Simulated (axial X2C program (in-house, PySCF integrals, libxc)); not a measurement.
# All-electron X2C curves of HgMg

Aim: find the lowest determinant of HgMg, scan the bond at several levels and fit the constants, once spin-free and once with spin–orbit coupling.

Method: all-electron X2C, Hg dyall-cv3z, Mg dyall-cv3z; program: an in-house X2C program for linear molecules on PySCF integrals.

All values are calculated.

## (1) Set-up

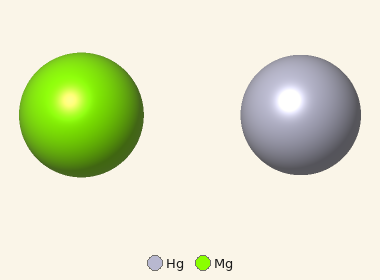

The two atoms at 2.720 Å (mercury light grey, magnesium green).

The input, task.json:

```json
{"zs": [80, 12], "q": 0, "bas": ["dyall-cv3z", "dyall-cv3z"], "levels": ["PBE0", "HF", "BP86"], "cc": true, "r0": 2.72, "thr": -2.0, "nmax": 90, "npts": 10, "nst": 2, "ntry": 6}
```

Keys: zs atomic numbers; q charge; bas basis sets; levels methods (HF also brings MP2); cc coupled cluster on or off; r0 starting distance in Å; thr threshold in hartree for freezing inner shells (an s shell follows its p shell); nmax most natural virtual spinors; npts points asked for on the curve; nst determinants followed; ntry starts of the search.

On the command line:

```sh
$ python so2c.py task.json out
```

Spin-free means the one-electron spin-free X2C Hamiltonian; two-component (2c) means X2C with spin–orbit coupling and atomic mean-field two-electron Coulomb and Gaunt terms. Basis: Hg dyall-cv3z contracted to [13s14p9d6f4g], Mg dyall-cv3z contracted to [9s8p6d3f]; Gaussian nuclei, density fitting. Masses: Hg 201.971 u, Mg 23.985 u.

Notation: σ, π±, δ± give the projection m of an orbital's angular momentum (0, ±1, ±2), α and β its spin, Λ and M_S the sums; ω is the projection of a spinor's total angular momentum and Ω the sum. Logs are in hartree.

The results follow Hamiltonian by Hamiltonian and level by level.

## (2) Search for the lowest determinant

PBE0 moves the distance from 2.720 Å to 3.441 Å and compares determinants there.

Spin-free determinants:

```
ΔE (eV)           state                     open shells
   0.00  M_S = 0, Λ = 0                    closed shell
   2.32  M_S = 1, Λ = 0    beyond closed shells: 2 × σα
   2.34  M_S = 1, Λ = 1   beyond closed shells: σα, π+α
   2.92  M_S = 0, Λ = 1   beyond closed shells: σα, π+β
   5.75  M_S = 1, Λ = 0  beyond closed shells: π+α, π-α
```

Two-component determinants:

```
ΔE (eV)  state                              open shells
   0.00  Ω = 0                             closed shell
   2.29  Ω = 1        excess of +ω over −ω: 2 × ω = 1/2
   2.37  Ω = 2   excess of +ω over −ω: ω = 1/2, ω = 3/2
   2.96  Ω = 1  excess of +ω over −ω: ω = -1/2, ω = 3/2
```

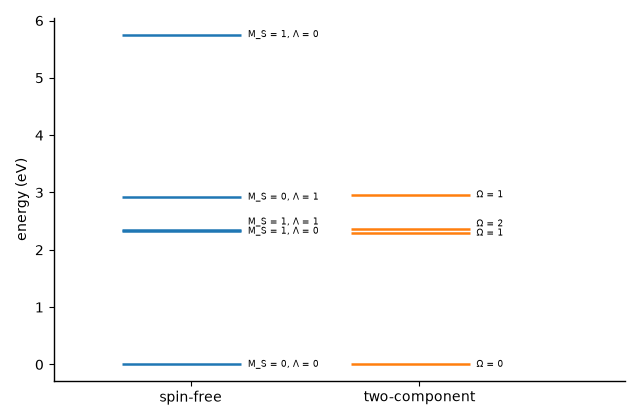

The determinants found, each set from its own lowest.

## (3) PBE0, spin-free

State followed: M_S = 0, Λ = 0 (closed shell). The scan is laid around 3.441 Å, a first estimate of the minimum, and this SCF restarts from the orbitals of the search.

Output at 3.441 Å:

```text
spin-free X2C-1e  PBE0
basis functions 262  fitting functions 1160  grid points 5084
iter        total energy     max residual
   1     -19826.092590460     5.78e-05
   2     -19826.092590462     5.54e-05
   3     -19826.092590521     1.42e-05
   4     -19826.092590522     1.19e-05
converged
one-electron -27465.52119402  Coulomb 7886.19448333  exact exchange -97.08645868  xc functional -297.31386534  nuclear repulsion 147.63444420
```

Along the bond, energies from the lowest point:

```tsv
R (Å)	E (eV)	μ (D)	HOMO (eV)	LUMO (eV)	iterations
2.994	0.0551	-0.08	-5.06	-1.33	17
3.131	0.0222	-0.02	-5.13	-1.27	13
3.235	0.0093	0.01	-5.17	-1.23	11
3.338	0.0022	0.04	-5.22	-1.19	10
3.441	0.0000	0.07	-5.26	-1.18	4
3.561	0.0014	0.08	-5.29	-1.18	10
3.682	0.0047	0.10	-5.33	-1.17	7
3.837	0.0116	0.11	-5.36	-1.16	8
4.026	0.0206	0.11	-5.39	-1.15	8
4.301	0.0337	0.10	-5.42	-1.12	10
```

Dipoles are positive if Mg is the positive end.

Outer orbitals at the reference distance:

```csv
symmetry,occupied,ε (eV),atomic character
σα,yes,-11.80,99% Hg d
π+α,yes,-11.77,100% Hg d
π-α,yes,-11.77,100% Hg d
δ-α,yes,-11.77,100% Hg d
δ+α,yes,-11.77,100% Hg d
σα,yes,-7.88,"81% Hg s, 10% Mg s, 7% Mg p"
σα,yes,-5.26,"76% Mg s, 12% Hg p, 8% Hg s"
σα,no,-1.18,"50% Mg p, 42% Hg p, 5% Mg s"
π-α,no,-1.16,"61% Mg p, 38% Hg p"
π+α,no,-1.16,"61% Mg p, 38% Hg p"
π-α,no,-0.06,"59% Hg p, 38% Mg p, 2% Mg d"
```

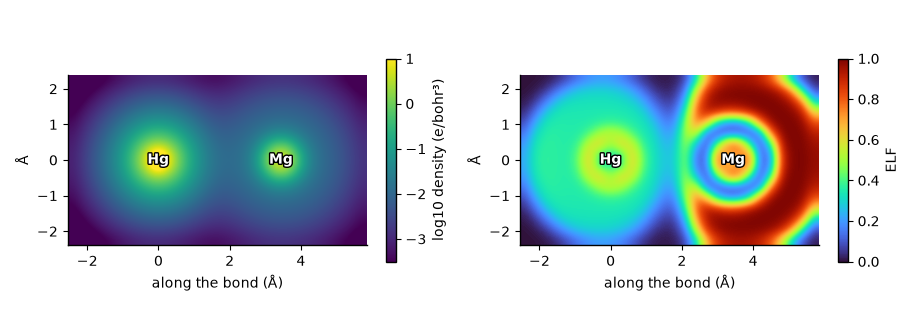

PBE0 fields in a plane through the axis, from a grid of 0.3 Å; Hg lies at z = 0 and Mg at z = 3.441 Å; the ELF is damped to zero where the density is low.

Re = 3.461 Å, ωe = 58.2 cm⁻¹, Be = 0.06563 cm⁻¹, De = 0.070 eV, μ = 0.07 D.

## (4) HF, spin-free

The SCF at the reference distance of 3.441 Å:

```text
spin-free X2C-1e  HF
basis functions 262  fitting functions 1160  grid points 5084
iter        total energy     max residual
   1     -19820.038101232     1.33e+00
   2     -19820.076587457     1.73e-02
   3     -19820.077486748     7.34e-02
   4     -19820.078173970     6.94e-03
   5     -19820.078183221     1.71e-04
   6     -19820.078183931     3.37e-04
   7     -19820.078183985     4.60e-05
   8     -19820.078183995     1.69e-05
   9     -19820.078183997     4.57e-06
  10     -19820.078183997     8.46e-07
converged
one-electron -27467.30476777  Coulomb 7888.14061407  exact exchange -388.54847450  xc functional 0.00000000  nuclear repulsion 147.63444420
```

No constants are quoted: the lowest point is the long end of the scan.

## (5) BP86, spin-free

The SCF at the reference distance of 3.441 Å:

```text
spin-free X2C-1e  BP86
basis functions 262  fitting functions 1160  grid points 5084
iter        total energy     max residual
   1     -19828.780282222     5.04e-01
   2     -19828.785492334     1.05e-02
   3     -19828.785492974     1.08e-01
   4     -19828.786483477     5.59e-03
   5     -19828.786484778     1.37e-03
   6     -19828.786490581     6.49e-04
   7     -19828.786491079     4.43e-04
   8     -19828.786491151     7.23e-05
   9     -19828.786491152     1.45e-05
converged
one-electron -27464.07643711  Coulomb 7884.70838827  exact exchange 0.00000000  xc functional -397.05288651  nuclear repulsion 147.63444420
```

Re = 3.374 Å, ωe = 62.4 cm⁻¹, ωexe = 1.28 cm⁻¹, Be = 0.06906 cm⁻¹, De = 0.058 eV, μ = 0.16 D.

## (6) MP2 and beyond, spin-free

Correlated methods: 14 electrons correlated (frozen shells, counted by type: Hg 5 s, 4 p, 2 d, 1 f; Mg 2 s, 1 p), 332 virtual spinors in MP2, 90 natural virtuals in coupled cluster.

Output of the correlated part at 3.441 Å:

```text
correlated 14  virtual 332  natural virtual 90  E(MP2) -0.474500372  MP2 remainder -0.031301080
iter   CCSD correlation   residual
   1     -0.404730410   1.67e-01
   2     -0.420017795   6.39e-02
   3     -0.420779210   2.67e-02
   4     -0.420756048   5.21e-03
   5     -0.420783293   1.32e-03
   6     -0.420767790   4.41e-04
   7     -0.420762887   1.35e-04
   8     -0.420764012   5.67e-05
   9     -0.420764200   2.41e-05
  10     -0.420764364   5.00e-06
  11     -0.420764324   1.64e-06
  12     -0.420764305   6.80e-07
(T) -0.016240904  T1 0.0189  D1 0.0442  max T2 0.116
```

T1 in the output is the amplitude norm over the root of the electron number; divide by √2 for the Lee–Taylor value.

MP2: Re = 3.712 Å, ωe = 40.8 cm⁻¹, Be = 0.05706 cm⁻¹, De = 0.059 eV.

CCSD: No constants are quoted: the lowest point is the long end of the scan.

CCSD(T): No constants are quoted: the lowest point is the long end of the scan.

## (7) A higher determinant, spin-free

State: M_S = 1, Λ = 0 (beyond closed shells: 2 × σα).

Output at the reference distance:

```text
spin-free X2C-1e  PBE0
basis functions 262  fitting functions 1160  grid points 5084
iter        total energy     max residual
   1     -19826.007234111     1.97e-05
   2     -19826.007234119     8.84e-06
converged
one-electron -27465.77991091  Coulomb 7886.54417721  exact exchange -97.09296869  xc functional -297.31297593  nuclear repulsion 147.63444420
```

```tsv
R (Å)	E above the lowest PBE0 point (eV)
2.994	2.191
3.131	2.223
3.235	2.255
3.338	2.289
3.441	2.323
3.561	2.360
3.682	2.393
3.837	2.430
4.026	2.466
```

No constants are quoted: the lowest point is the short end of the scan.

## (8) The spin-free curves together

Energy (eV) of the followed determinant, spin-free, from each level's lowest point:

```tsv
R (Å)	PBE0	HF	MP2	CCSD	CCSD(T)	BP86
2.994	0.055	0.315	0.083	n/a	n/a	0.039
3.131	0.022	0.232	0.044	0.095	0.067	0.012
3.235	0.009	0.185	0.026	0.067	0.044	0.004
3.338	0.002	0.147	0.014	0.046	0.028	0.000
3.441	0.000	0.116	0.006	0.030	0.016	0.001
3.561	0.001	0.087	0.002	0.017	0.008	0.004
3.682	0.005	0.063	0.000	0.007	0.003	0.010
3.837	0.012	0.040	0.001	0.000	0.000	0.018
4.026	0.021	0.020	0.005	n/a	n/a	0.028
4.301	0.034	0.000	0.013	n/a	n/a	0.041
```

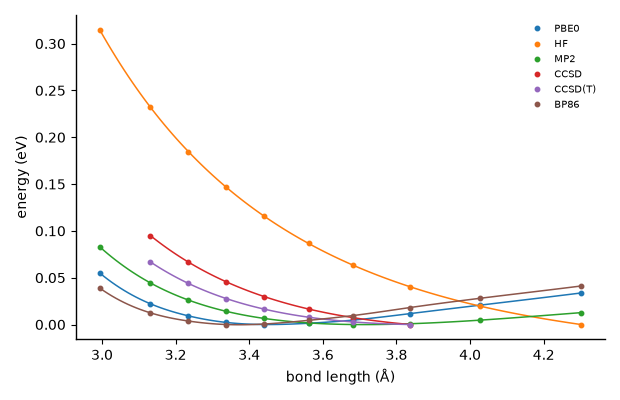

Curves of the followed state, spin-free, each from its own lowest point.

## (9) PBE0, 2c

State followed: Ω = 0 (closed shell). The scan is laid around 3.441 Å, a first estimate of the minimum, and this SCF restarts from the orbitals of the search.

The SCF at the reference distance of 3.441 Å:

```text
two-component X2C + atomic mean field  PBE0
basis functions 262  fitting functions 1160  grid points 5084
iter        total energy     max residual
   1     -19829.593046678     8.80e-05
   2     -19829.593046678     1.41e-05
converged
one-electron -27447.70822562  Coulomb 7883.40079820  exact exchange -97.07077524  xc functional -297.34109839  nuclear repulsion 147.63444420  atomic mean-field constant -18.50818983
```

Along the bond, energies from the lowest point:

```tsv
R (Å)	E (eV)	μ (D)	HOMO (eV)	LUMO (eV)	iterations
2.994	0.0466	0.00	-5.07	-1.54	18
3.131	0.0171	0.05	-5.14	-1.49	13
3.235	0.0062	0.07	-5.18	-1.45	11
3.338	0.0008	0.10	-5.23	-1.42	10
3.441	0.0000	0.11	-5.26	-1.39	2
3.561	0.0027	0.13	-5.30	-1.36	10
3.682	0.0071	0.13	-5.33	-1.34	8
3.837	0.0150	0.14	-5.36	-1.31	8
4.026	0.0249	0.13	-5.39	-1.28	9
4.301	0.0387	0.11	-5.42	-1.23	10
```

Dipoles are positive if Mg is the positive end.

Outer spinors at the reference distance:

```json
{"ω": "1/2", "occupied": "yes", "ε (eV)": "-12.92", "atomic character": "100% Hg d", "λ mixture": "59% π, 41% σ"}
{"ω": "3/2", "occupied": "yes", "ε (eV)": "-12.90", "atomic character": "100% Hg d", "λ mixture": "80% δ, 20% π"}
{"ω": "1/2", "occupied": "yes", "ε (eV)": "-11.10", "atomic character": "99% Hg d", "λ mixture": "59% σ, 41% π"}
{"ω": "3/2", "occupied": "yes", "ε (eV)": "-11.08", "atomic character": "100% Hg d", "λ mixture": "80% π, 20% δ"}
{"ω": "5/2", "occupied": "yes", "ε (eV)": "-11.07", "atomic character": "100% Hg d", "λ mixture": "100% δ"}
{"ω": "1/2", "occupied": "yes", "ε (eV)": "-7.89", "atomic character": "81% Hg s, 10% Mg s, 7% Mg p", "λ mixture": "100% σ"}
{"ω": "1/2", "occupied": "yes", "ε (eV)": "-5.26", "atomic character": "76% Mg s, 12% Hg p, 8% Hg s", "λ mixture": "100% σ"}
{"ω": "1/2", "occupied": "no", "ε (eV)": "-1.39", "atomic character": "54% Hg p, 42% Mg p, 2% Mg s", "λ mixture": "56% π, 44% σ"}
{"ω": "3/2", "occupied": "no", "ε (eV)": "-1.10", "atomic character": "67% Mg p, 32% Hg p", "λ mixture": "100% π"}
{"ω": "1/2", "occupied": "no", "ε (eV)": "-1.09", "atomic character": "60% Mg p, 35% Hg p, 2% Mg s", "λ mixture": "54% σ, 46% π"}
{"ω": "1/2", "occupied": "no", "ε (eV)": "-0.17", "atomic character": "50% Hg p, 47% Mg p, 2% Mg d", "λ mixture": "96% π, 4% σ"}
```

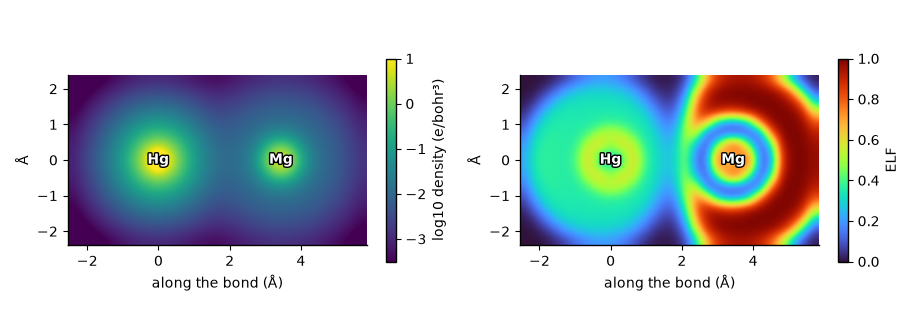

PBE0 fields in a plane through the axis, from a grid of 0.3 Å; Hg lies at z = 0 and Mg at z = 3.441 Å; the ELF is damped to zero where the density is low.

Re = 3.418 Å, ωe = 60.6 cm⁻¹, ωexe = 1.35 cm⁻¹, Be = 0.06732 cm⁻¹, De = 0.076 eV, μ = 0.11 D.

## (10) HF, 2c

The SCF at the reference distance of 3.441 Å:

```text
two-component X2C + atomic mean field  HF
basis functions 262  fitting functions 1160  grid points 5084
iter        total energy     max residual
   1     -19823.464274020     1.33e+00
   2     -19823.502982761     1.76e-02
   3     -19823.503878487     7.23e-02
   4     -19823.504558523     6.89e-03
   5     -19823.504567802     1.86e-04
   6     -19823.504568541     3.39e-04
   7     -19823.504568601     5.15e-05
   8     -19823.504568615     2.48e-05
   9     -19823.504568618     1.21e-05
  10     -19823.504568618     1.77e-06
converged
one-electron -27449.46509558  Coulomb 7885.31857058  exact exchange -388.48429798  xc functional 0.00000000  nuclear repulsion 147.63444420  atomic mean-field constant -18.50818983
```

No constants are quoted: the lowest point is the long end of the scan.

## (11) BP86, 2c

The SCF at the reference distance of 3.441 Å:

```text
two-component X2C + atomic mean field  BP86
basis functions 262  fitting functions 1160  grid points 5084
iter        total energy     max residual
   1     -19832.311686087     5.06e-01
   2     -19832.316932036     1.04e-02
   3     -19832.317747367     3.92e-02
   4     -19832.317912348     5.35e-03
   5     -19832.317915202     2.48e-03
   6     -19832.317918868     7.93e-04
   7     -19832.317918991     4.52e-04
   8     -19832.317919504     1.29e-04
   9     -19832.317919505     2.36e-05
  10     -19832.317919508     1.46e-05
converged
one-electron -27446.27905764  Coulomb 7881.93098095  exact exchange 0.00000000  xc functional -397.09609719  nuclear repulsion 147.63444420  atomic mean-field constant -18.50818983
```

Re = 3.321 Å, ωe = 66.0 cm⁻¹, Be = 0.07128 cm⁻¹, De = 0.067 eV, μ = 0.22 D.

## (12) Correlated methods, 2c

Correlated methods: 14 electrons correlated (frozen shells, counted by type: Hg 5 s, 4 p, 2 d, 1 f; Mg 2 s, 1 p), 332 virtual spinors in MP2, 90 natural virtuals in coupled cluster.

Output of the correlated part at 3.441 Å:

```text
correlated 14  virtual 332  natural virtual 90  E(MP2) -0.475074484  MP2 remainder -0.031342743
iter   CCSD correlation   residual
   1     -0.405173176   1.68e-01
   2     -0.420507859   6.42e-02
   3     -0.421292905   2.68e-02
   4     -0.421271212   5.20e-03
   5     -0.421299066   1.33e-03
   6     -0.421283781   4.43e-04
   7     -0.421278795   1.36e-04
   8     -0.421279915   5.75e-05
   9     -0.421280109   2.50e-05
  10     -0.421280278   5.87e-06
  11     -0.421280235   2.37e-06
  12     -0.421280212   1.19e-06
  13     -0.421280200   5.37e-07
(T) -0.016302469  T1 0.0188  D1 0.0440  max T2 0.120
```

MP2: Re = 3.681 Å, ωe = 41.4 cm⁻¹, Be = 0.05802 cm⁻¹, De = 0.061 eV.

CCSD: No constants are quoted: the lowest point is the long end of the scan.

CCSD(T): No constants are quoted: the lowest point is the long end of the scan.

## (13) A higher determinant, 2c

State: Ω = 1 (excess of +ω over −ω: 2 × ω = 1/2).

Output at the reference distance:

```text
two-component X2C + atomic mean field  PBE0
basis functions 262  fitting functions 1160  grid points 5084
iter        total energy     max residual
   1     -19829.508877795     1.85e-05
   2     -19829.508877795     2.58e-06
converged
one-electron -27448.09888993  Coulomb 7883.88017232  exact exchange -97.07688305  xc functional -297.33953152  nuclear repulsion 147.63444420  atomic mean-field constant -18.50818983
```

```tsv
R (Å)	E above the lowest PBE0 point (eV)
2.994	2.105
3.131	2.160
3.235	2.204
3.338	2.248
3.441	2.290
3.561	2.335
3.682	2.375
3.837	2.418
4.026	2.459
```

No constants are quoted: the lowest point is the short end of the scan.

## (14) The 2c curves together

Energy (eV) of the followed determinant, 2c, from each level's lowest point:

```tsv
R (Å)	PBE0	HF	MP2	CCSD	CCSD(T)	BP86
2.994	0.047	0.307	0.076	n/a	n/a	0.031
3.131	0.017	0.226	0.040	0.091	0.062	0.008
3.235	0.006	0.180	0.023	0.064	0.041	0.002
3.338	0.001	0.143	0.012	0.044	0.025	0.000
3.441	0.000	0.113	0.005	0.028	0.015	0.002
3.561	0.003	0.085	0.001	0.016	0.007	0.008
3.682	0.007	0.062	0.000	0.007	0.002	0.014
3.837	0.015	0.040	0.001	0.000	0.000	0.024
4.026	0.025	0.019	0.006	n/a	n/a	0.035
4.301	0.039	0.000	0.014	n/a	n/a	0.049
```

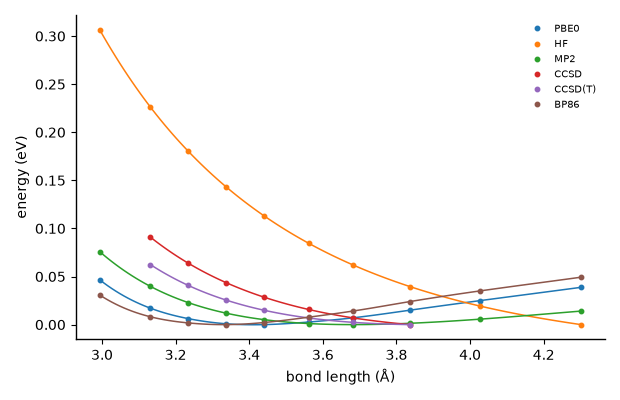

Curves of the followed state, 2c, each from its own lowest point.

Time for the job: 3.9 min (1 thread of Arm Neoverse V1, shared host); peak memory 0.99 GiB.

## (15) Constants

Lowest determinant that the search found at its distance, spin-free: M_S = 0, Λ = 0 (closed shell).

Lowest determinant that the search found at its distance, 2c: Ω = 0 (closed shell).

```
Hamiltonian  level  Re (Å)  ωe (cm⁻¹)  De (eV)  μ (D)
  spin-free   PBE0   3.461       58.2    0.070   0.07
  spin-free    MP2   3.712       40.8    0.059    n/a
  spin-free   BP86   3.374       62.4    0.058   0.16
         2c   PBE0   3.418       60.6    0.076   0.11
         2c    MP2   3.681       41.4    0.061    n/a
         2c   BP86   3.321       66.0    0.067   0.22
```

Dipoles are positive if Mg is the positive end. No constants: spin-free HF (the lowest point is the long end of the scan); spin-free CCSD (the lowest point is the long end of the scan); spin-free CCSD(T) (the lowest point is the long end of the scan); 2c HF (the lowest point is the long end of the scan); 2c CCSD (the lowest point is the long end of the scan); 2c CCSD(T) (the lowest point is the long end of the scan).

Time per point (s) on 1 thread of Arm Neoverse V1, shared host (2c runs); the times are rough: PBE0 0.92, MP2 1.4, BP86 0.47.

In words: At MP2, going from spin-free to two-component changes Re by -31 mÅ, ωe by +1.5 %; the spin-free picture holds up (part of it comes from the scalar share of the two-electron terms). De moves by 0.00 eV; both De rest on single-determinant atoms, which can miss part of an open shell's spin–orbit lowering.

De refers to Hg + Mg, each in the lowest determinant found, which need not be this curve's own limit. Each curve is one determinant whose occupation by symmetry is held fixed; it was picked as the lowest of a PBE0 search that is not exhaustive. Closed shells are restricted here (equal orbitals for both partners), which fails at long range if the bond breaks into open shells. Dissociation energies refer to the lowest single-determinant-based atoms at the same level and basis.
